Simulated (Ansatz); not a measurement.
Run report: MoH$_{2}$O$_{4}$, molecular dynamics

The run: molecular dynamics of MoH$_{2}$O$_{4}$ (MoO2(OH)2). Method and program: RKS PBE-d3bj/def2-SVP (Ansatz 0.2.0).

The geometry comes from this level: PBE0-D4/def2-SVP. Figures and captions count atoms from 1; the log counts them from 0 in places.

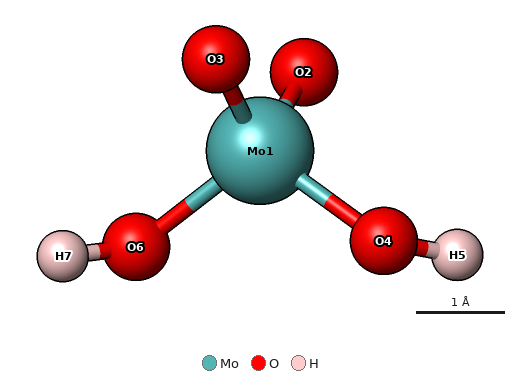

*The starting structure (ball-and-stick view, seen on its broad side; atoms are numbered from 1 in the order of the input). Sticks mark near contacts.*

Bond lengths as drawn: H–O 0.96 Å and Mo–O 1.67 to 1.86 Å.

### Input
```yaml
crystal:
  periodic: [false, false, false]
  atoms:
    - {symbol: Mo, position_ang: [0.286251, 0.071994, 0.221820]}
    - {symbol: O, position_ang: [0.178428, 0.616928, 1.800347]}
    - {symbol: O, position_ang: [1.899845, -0.093942, -0.189413]}
    - {symbol: O, position_ang: [-0.504088, 1.305186, -0.931630]}
    - {symbol: H, position_ang: [-1.063538, 2.046622, -0.672070]}
    - {symbol: O, position_ang: [-0.574946, -1.576678, 0.095169]}
    - {symbol: H, position_ang: [-0.221941, -2.370101, -0.324233]}
basis:
  gaussian: {orbitals: def2-SVP}
hamiltonian: {xc: {name: PBE}, dispersion: d3bj}
md: {timestep: 0.5 fs, n_steps: 15, ensemble: nvt_langevin, temperature: 1000, initial_velocities: maxwell_boltzmann, friction: 0.01, seed: 610}
scf: {omitted_lower_state_checks: [starts]}
```

Hardware: 4 threads of Arm Neoverse V2, 23 GiB of memory available, shared host.

Launch command:
```bash
ansatz run in.yaml --threads 4 --pin off --events-out ev --progress --plain --max-ram 3916MiB
```

### The program's output
```
Functional definition: PBE
  name "PBE"
  cite "Perdew, Burke & Ernzerhof, Phys. Rev. Lett. 77, 3865 (1996) doi:10.1103/PhysRevLett.77.3865"
  parent pbe
  parameter kappa = 0.804
  parameter beta = 0.06672455060314922
  exchange = pbe_x(kappa = kappa, mu = beta*pi^2/3)
  correlation = pbe_c(beta = beta)
these checks for a lower state are left out or cut short: starts
991 factors; their error is unknown
mean field evaluation 1: about -10044.9880 eV, gradient 1.1e2 eV
mean field evaluation 2: about -9787.0082 eV, gradient 3.3e2 eV
mean field evaluation 4: about -10065.4131 eV, gradient 3.5e1 eV
mean field evaluation 8: about -10067.7373 eV, gradient 7.7e-1 eV
mean field evaluation 16: about -10067.7126 eV, gradient 3.5e-3 eV
mean field -10067.71264896 eV, -369.9816157087 hartree, gradient 4.9e-5 eV, S^2 0.000000; 0 other end points of the search recorded, 0 dependent functions left out
the calculation of the forces begins
reference -10067.71272009 eV, -369.9816183224 hartree; 24, 24 occupied and 73, 73 virtual orbitals, 991 factors
md step     0: t =     0.00 fs  T =   857.1 K  F+E_penalty+E_count = -10067.85754005 eV  E_kin = 0.775560 eV  (29 SCF iters)
these checks for a lower state are left out or cut short: starts, cluster_reference, orbital_swaps, neighbouring_geometries, increment
991 factors; their error is unknown
mean field -10067.68721763 eV, -369.9806811243 hartree, gradient 2.7e-5 eV, S^2 0.000000; 0 other end points of the search recorded, 0 dependent functions left out
[... from here on the field's lines of each further geometry are left out, up to the last ...]
md step     1: t =     0.50 fs  T =   798.9 K  F+E_penalty+E_count = -10067.83212829 eV  E_kin = 0.722874 eV  (33 SCF iters, 9 dispersion substeps)
md step     2: t =     1.00 fs  T =   724.3 K  F+E_penalty+E_count = -10067.75924856 eV  E_kin = 0.655397 eV  (33 SCF iters, 9 dispersion substeps)
md step     3: t =     1.50 fs  T =   639.0 K  F+E_penalty+E_count = -10067.67177135 eV  E_kin = 0.578149 eV  (35 SCF iters, 9 dispersion substeps)
md step     4: t =     2.00 fs  T =   626.3 K  F+E_penalty+E_count = -10067.60007607 eV  E_kin = 0.566727 eV  (35 SCF iters, 9 dispersion substeps)
md step     5: t =     2.50 fs  T =   539.7 K  F+E_penalty+E_count = -10067.55599923 eV  E_kin = 0.488375 eV  (35 SCF iters, 9 dispersion substeps)
md step     6: t =     3.00 fs  T =   573.7 K  F+E_penalty+E_count = -10067.54831506 eV  E_kin = 0.519119 eV  (35 SCF iters, 9 dispersion substeps)
md step     7: t =     3.50 fs  T =   576.3 K  F+E_penalty+E_count = -10067.57907238 eV  E_kin = 0.521450 eV  (35 SCF iters, 9 dispersion substeps)
md step     8: t =     4.00 fs  T =   692.1 K  F+E_penalty+E_count = -10067.63329703 eV  E_kin = 0.626224 eV  (34 SCF iters, 9 dispersion substeps)
md step     9: t =     4.50 fs  T =   791.2 K  F+E_penalty+E_count = -10067.68720030 eV  E_kin = 0.715929 eV  (35 SCF iters, 9 dispersion substeps)
md step    10: t =     5.00 fs  T =   844.0 K  F+E_penalty+E_count = -10067.71150062 eV  E_kin = 0.763659 eV  (34 SCF iters, 9 dispersion substeps)
md step    11: t =     5.50 fs  T =   840.5 K  F+E_penalty+E_count = -10067.69348077 eV  E_kin = 0.760511 eV  (34 SCF iters, 9 dispersion substeps)
md step    12: t =     6.00 fs  T =   780.7 K  F+E_penalty+E_count = -10067.63513053 eV  E_kin = 0.706389 eV  (35 SCF iters, 9 dispersion substeps)
md step    13: t =     6.50 fs  T =   709.6 K  F+E_penalty+E_count = -10067.55759824 eV  E_kin = 0.642050 eV  (35 SCF iters, 9 dispersion substeps)
md step    14: t =     7.00 fs  T =   681.3 K  F+E_penalty+E_count = -10067.50458036 eV  E_kin = 0.616457 eV  (35 SCF iters, 9 dispersion substeps)
the calculation of the forces begins
reference -10067.36157335 eV, -369.9687139180 hartree; 24, 24 occupied and 73, 73 virtual orbitals, 991 factors
these checks for a lower state are left out or cut short: starts
991 factors; their error is unknown
mean field -10067.36150119 eV, -369.9687112659 hartree, gradient 1.1e-5 eV, S^2 0.000000; 0 other end points of the search recorded, 0 dependent functions left out
the calculation of the forces begins
reference -10067.36157335 eV, -369.9687139180 hartree; 24, 24 occupied and 73, 73 virtual orbitals, 991 factors
md step    15: t =     7.50 fs  T =   706.5 K  F+E_penalty+E_count = -10067.50787378 eV  E_kin = 0.639231 eV  (13 SCF iters, 9 dispersion substeps)
```

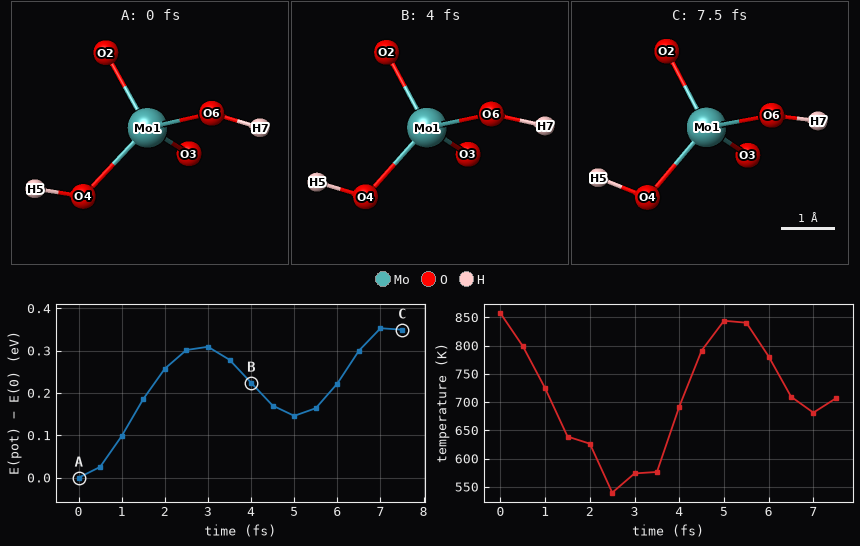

*Frames of the molecular dynamics (ball-and-stick, seen at an oblique angle) above the curves, on which the letters mark them.*

The trajectory kept here has 16 frames over 7.5 fs. The temperature starts at 857 K, ranges from 540 to 857 K and averages 756 K over the second half. The potential energy ends 0.350 eV above its first value. After an unweighted best fit of the last frame on the first, the root-mean-square displacement is 0.12 Å, and H5 has moved furthest (0.20 Å).

```
Total energy: -10067.50794594 eV, -369.9740930114 hartree
Atom 0 at     0.285415     0.083998     0.236889 Å, force    -0.946638    -3.157918    -0.670957 eV/Å
Atom 1 at     0.198263     0.557918     1.837760 Å, force    -0.013544     0.802290     1.566936 eV/Å
Atom 2 at     1.884020    -0.055370    -0.241045 Å, force     1.450510    -0.175456    -0.163235 eV/Å
Atom 3 at    -0.528526     1.234336    -0.931979 Å, force    -1.430510     2.712624     0.289038 eV/Å
Atom 4 at    -0.938385     1.995706    -0.396736 Å, force     0.344846    -0.917572    -1.173205 eV/Å
Atom 5 at    -0.637047    -1.604857     0.031249 Å, force    -1.614288     4.356361     1.408033 eV/Å
Atom 6 at    -0.165883    -2.337921    -0.215386 Å, force     2.209623    -3.620328    -1.256610 eV/Å
Dipole moment:    -0.299631     0.031730    -0.176531 e Å
Checks for a lower state left out: starts
```

### Trajectory as extended XYZ (Å, eV, eV/Å), 16 frames, from step=0 to step=15
```
7
Properties=species:S:1:pos:R:3:forces:R:3 step=0 time_fs=0.0 energy=-10067.85754 temperature=857.1
Mo    0.2863    0.0720    0.2218   -0.8582  -0.2154  -0.6649
O     0.1784    0.6169    1.8003   -0.0712   0.4950   1.4590
O     1.8998   -0.0939   -0.1894    1.4945  -0.1371  -0.3557
O    -0.5041    1.3052   -0.9316    0.0500   0.0210  -0.5680
H    -1.0635    2.0466   -0.6721   -0.3081   0.3933   0.1597
O    -0.5749   -1.5767    0.0952   -0.5130  -0.1365   0.2097
H    -0.2219   -2.3701   -0.3242    0.2060  -0.4203  -0.2398
7
Properties=species:S:1:pos:R:3:forces:R:3 step=1 time_fs=0.5 energy=-10067.83213 temperature=798.9
Mo    0.2869    0.0736    0.2224   -0.9747  -0.5420  -0.7455
O     0.1798    0.6127    1.7998   -0.0796   0.5798   1.6414
O     1.8971   -0.0912   -0.1915    1.6698  -0.1463  -0.3907
O    -0.5052    1.2997   -0.9303    0.0967  -0.0137  -0.6924
H    -1.0535    2.0379   -0.6529   -0.4429   0.5773   0.2002
O    -0.5789   -1.5768    0.0928    0.1202  -1.4300  -0.4798
H    -0.2067   -2.4018   -0.3328   -0.3895   0.9748   0.4669
7
Properties=species:S:1:pos:R:3:forces:R:3 step=2 time_fs=1.0 energy=-10067.75925 temperature=724.3
Mo    0.2873    0.0750    0.2229   -1.0770  -0.8441  -0.8026
O     0.1815    0.6083    1.7999   -0.0861   0.6507   1.7884
O     1.8944   -0.0883   -0.1941    1.8249  -0.1546  -0.4216
O    -0.5063    1.2947   -0.9291    0.1588  -0.0776  -0.8244
H    -1.0435    2.0290   -0.6351   -0.5894   0.7816   0.2567
O    -0.5828   -1.5771    0.0902    0.5940  -2.3320  -0.9426
H    -0.1928   -2.4308   -0.3405   -0.8251   1.9761   0.9459
7
Properties=species:S:1:pos:R:3:forces:R:3 step=3 time_fs=1.5 energy=-10067.67177 temperature=639.0
Mo    0.2876    0.0763    0.2236   -1.1742  -1.1254  -0.8471
O     0.1834    0.6040    1.8005   -0.0903   0.7125   1.9125
O     1.8916   -0.0853   -0.1972    1.9665  -0.1638  -0.4486
O    -0.5073    1.2899   -0.9282    0.1961  -0.1193  -0.9439
H    -1.0318    2.0219   -0.6175   -0.7079   0.9558   0.3089
O    -0.5866   -1.5779    0.0875    0.9266  -2.8818  -1.2178
H    -0.1807   -2.4540   -0.3462   -1.1167   2.6221   1.2360
7
Properties=species:S:1:pos:R:3:forces:R:3 step=4 time_fs=2.0 energy=-10067.60008 temperature=626.3
Mo    0.2878    0.0774    0.2245   -1.2785  -1.4005  -0.8812
O     0.1851    0.5998    1.8015   -0.0914   0.7689   2.0220
O     1.8888   -0.0821   -0.2004    2.1010  -0.1742  -0.4728
O    -0.5083    1.2847   -0.9274    0.1164  -0.0026  -0.9978
H    -1.0208    2.0176   -0.5983   -0.7076   0.9682   0.2983
O    -0.5907   -1.5792    0.0848    1.1581  -3.1482  -1.3520
H    -0.1706   -2.4700   -0.3482   -1.2981   2.9884   1.3834
7
Properties=species:S:1:pos:R:3:forces:R:3 step=5 time_fs=2.5 energy=-10067.55600 temperature=539.7
Mo    0.2882    0.0784    0.2256   -1.3812  -1.6569  -0.8951
O     0.1864    0.5958    1.8031   -0.0892   0.8129   2.0974
O     1.8864   -0.0789   -0.2035    2.2139  -0.1838  -0.4916
O    -0.5093    1.2796   -0.9269   -0.0297   0.2155  -0.9917
H    -1.0123    2.0138   -0.5783   -0.6330   0.8676   0.2371
O    -0.5952   -1.5810    0.0818    1.3196  -3.2152  -1.3918
H    -0.1634   -2.4791   -0.3470   -1.4004   3.1599   1.4356
7
Properties=species:S:1:pos:R:3:forces:R:3 step=6 time_fs=3.0 energy=-10067.54832 temperature=573.7
Mo    0.2886    0.0793    0.2267   -1.4586  -1.8836  -0.8978
O     0.1877    0.5920    1.8051   -0.0855   0.8445   2.1398
O     1.8846   -0.0759   -0.2067    2.2872  -0.1916  -0.5005
O    -0.5103    1.2746   -0.9271   -0.2330   0.5244  -0.9170
H    -1.0052    2.0113   -0.5575   -0.4921   0.6618   0.1201
O    -0.5996   -1.5828    0.0782    1.4075  -3.1099  -1.3501
H    -0.1598   -2.4805   -0.3429   -1.4255   3.1544   1.4055
7
Properties=species:S:1:pos:R:3:forces:R:3 step=7 time_fs=3.5 energy=-10067.57907 temperature=576.3
Mo    0.2887    0.0801    0.2277   -1.5159  -2.0863  -0.9043
O     0.1887    0.5884    1.8072   -0.0801   0.8698   2.1676
O     1.8830   -0.0730   -0.2101    2.3285  -0.1979  -0.4999
O    -0.5113    1.2699   -0.9276   -0.4994   0.9372  -0.7625
H    -0.9991    2.0113   -0.5356   -0.2803   0.3393  -0.0666
O    -0.6038   -1.5849    0.0738    1.4028  -2.8068  -1.2150
H    -0.1602   -2.4735   -0.3346   -1.3557   2.9447   1.2807
7
Properties=species:S:1:pos:R:3:forces:R:3 step=8 time_fs=4.0 energy=-10067.63330 temperature=692.1
Mo    0.2886    0.0807    0.2287   -1.5265  -2.2719  -0.9005
O     0.1894    0.5848    1.8096   -0.0738   0.8850   2.1691
O     1.8820   -0.0703   -0.2134    2.3157  -0.2010  -0.4848
O    -0.5122    1.2654   -0.9282   -0.7914   1.4035  -0.5584
H    -0.9929    2.0137   -0.5137   -0.0395  -0.0428  -0.3003
O    -0.6077   -1.5874    0.0688    1.2922  -2.2769  -0.9787
H    -0.1632   -2.4591   -0.3217   -1.1768   2.5040   1.0535
7
Properties=species:S:1:pos:R:3:forces:R:3 step=9 time_fs=4.5 energy=-10067.68720 temperature=791.2
Mo    0.2882    0.0813    0.2296   -1.4853  -2.4520  -0.8628
O     0.1902    0.5813    1.8125   -0.0657   0.8861   2.1258
O     1.8817   -0.0678   -0.2170    2.2466  -0.2007  -0.4551
O    -0.5130    1.2608   -0.9286   -1.0703   1.8704  -0.3401
H    -0.9852    2.0172   -0.4913    0.1856  -0.4221  -0.5508
O    -0.6117   -1.5903    0.0634    1.0443  -1.4710  -0.6317
H    -0.1685   -2.4392   -0.3052   -0.8551   1.7893   0.7147
7
Properties=species:S:1:pos:R:3:forces:R:3 step=10 time_fs=5.0 energy=-10067.71150 temperature=844.0
Mo    0.2879    0.0819    0.2306   -1.4307  -2.6267  -0.8141
O     0.1912    0.5779    1.8160   -0.0563   0.8812   2.0615
O     1.8815   -0.0655   -0.2208    2.1581  -0.1990  -0.4201
O    -0.5143    1.2559   -0.9289   -1.3090   2.2952  -0.1221
H    -0.9775    2.0196   -0.4683    0.3718  -0.7605  -0.7977
O    -0.6156   -1.5935    0.0581    0.6469  -0.3987  -0.1916
H    -0.1747   -2.4164   -0.2878   -0.3808   0.8084   0.2840
7
Properties=species:S:1:pos:R:3:forces:R:3 step=11 time_fs=5.5 energy=-10067.69348 temperature=840.5
Mo    0.2876    0.0824    0.2319   -1.3765  -2.7707  -0.7668
O     0.1925    0.5743    1.8200   -0.0456   0.8705   1.9799
O     1.8814   -0.0635   -0.2248    2.0595  -0.1969  -0.3817
O    -0.5164    1.2510   -0.9293   -1.4795   2.6254   0.0761
H    -0.9704    2.0203   -0.4470    0.5004  -1.0196  -1.0100
O    -0.6195   -1.5965    0.0526    0.1017   0.8919   0.3142
H    -0.1791   -2.3923   -0.2705    0.2401  -0.4006  -0.2116
7
Properties=species:S:1:pos:R:3:forces:R:3 step=12 time_fs=6.0 energy=-10067.63513 temperature=780.7
Mo    0.2872    0.0829    0.2330   -1.2919  -2.8846  -0.7273
O     0.1939    0.5703    1.8242   -0.0359   0.8544   1.8818
O     1.8818   -0.0614   -0.2288    1.9257  -0.1928  -0.3338
O    -0.5191    1.2464   -0.9300   -1.5787   2.8429   0.2357
H    -0.9636    2.0191   -0.4291    0.5675  -1.1819  -1.1689
O    -0.6232   -1.5993    0.0471   -0.5721   2.3149   0.8376
H    -0.1811   -2.3695   -0.2527    0.9854  -1.7529  -0.7252
7
Properties=species:S:1:pos:R:3:forces:R:3 step=13 time_fs=6.5 energy=-10067.55760 temperature=709.6
Mo    0.2867    0.0833    0.2343   -1.1804  -2.9854  -0.6974
O     0.1955    0.5663    1.8287   -0.0277   0.8360   1.7749
O     1.8826   -0.0593   -0.2328    1.7664  -0.1870  -0.2782
O    -0.5219    1.2421   -0.9307   -1.6037   2.9356   0.3346
H    -0.9560    2.0148   -0.4145    0.5650  -1.2266  -1.2578
O    -0.6271   -1.6019    0.0418   -1.2359   3.6085   1.2714
H    -0.1808   -2.3513   -0.2369    1.7161  -2.9811  -1.1475
7
Properties=species:S:1:pos:R:3:forces:R:3 step=14 time_fs=7.0 energy=-10067.50458 temperature=681.3
Mo    0.2861    0.0836    0.2356   -1.0670  -3.0728  -0.6759
O     0.1970    0.5623    1.8333   -0.0199   0.8173   1.6658
O     1.8833   -0.0573   -0.2370    1.6081  -0.1817  -0.2213
O    -0.5250    1.2381   -0.9313   -1.5462   2.8804   0.3489
H    -0.9473    2.0067   -0.4040    0.4835  -1.1280  -1.2544
O    -0.6318   -1.6038    0.0366   -1.6530   4.3827   1.4874
H    -0.1763   -2.3400   -0.2249    2.1946  -3.6979  -1.3506
7
Properties=species:S:1:pos:R:3:forces:R:3 step=15 time_fs=7.5 energy=-10067.50787 temperature=706.5
Mo    0.2854    0.0840    0.2369   -0.9466  -3.1579  -0.6710
O     0.1983    0.5579    1.8378   -0.0135   0.8023   1.5669
O     1.8840   -0.0554   -0.2410    1.4505  -0.1755  -0.1632
O    -0.5285    1.2343   -0.9320   -1.4305   2.7126   0.2890
H    -0.9384    1.9957   -0.3967    0.3448  -0.9176  -1.1732
O    -0.6370   -1.6049    0.0312   -1.6143   4.3564   1.4080
H    -0.1659   -2.3379   -0.2154    2.2096  -3.6203  -1.2566
```

### Summary

```json
{"quantity": "outcome", "value": "finished"}
{"quantity": "mean temperature over the second half", "value": "756 K"}
{"quantity": "trajectory", "value": "15 steps, 7.5 fs"}
{"quantity": "ensemble", "value": "nvt_langevin"}
{"quantity": "temperature in the input", "value": "1000 K"}
{"quantity": "time step", "value": "0.5 fs"}
{"quantity": "potential energy (last step)", "value": "−10067.5079 eV"}
{"quantity": "mean-field energy (last step)", "value": "−10067.3616 eV"}
{"quantity": "dispersion energy (last step)", "value": "−0.1464 eV"}
{"quantity": "SCF solution under orbital rotations (last step)", "value": "stable"}
{"quantity": "largest force (length of the vector) (last step)", "value": "4.855 eV/Å"}
{"quantity": "dipole moment (last step)", "value": "1.68 D"}
{"quantity": "wall time", "value": "16 s (CPU time 60 s)"}
{"quantity": "peak memory", "value": "0.36 GiB"}
```

### Remarks

So short a trajectory is not equilibrated. The logged temperature at the start can lie below the typed one, since it is counted over all degrees of freedom.
